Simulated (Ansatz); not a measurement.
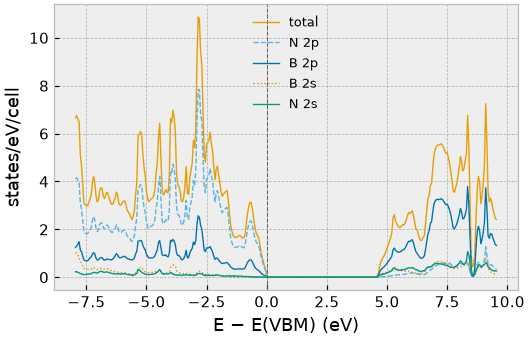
Total and projected density of states of BN in space group Pm-3n (No. 223; B on 6c, N on 6d), PBE (plane waves, PAW; program Ansatz)

Task: Which orbitals carry the states next to the gap?

Result: Top 1 eV of the valence band: N 2p 77 %, B 2p 21 %. Bottom 1 eV of the conduction band: B 2p 48 %, B 2s 16 %, N 2s 15 %, outside the projected shells 17 %. Projections are on Löwdin-orthogonalised atomic valence shells; empty p or d shells of many metals are not among them.

Task: Where is the tallest occupied peak in this window, and what makes it?

Result: Near -2.8 eV, about 11 states/eV per cell; the largest projected share is N 2p.

The start of the workflow was typed in or built on a structure type; neither database checked (COD, Materials Project) lists it. It is not the phase usual at ambient conditions (space group No. 186, 194, 216). Symmetry was held in the PBE relaxation; its stability against distortions is not shown here.

Potentials: the later of the program's two PAW sets.
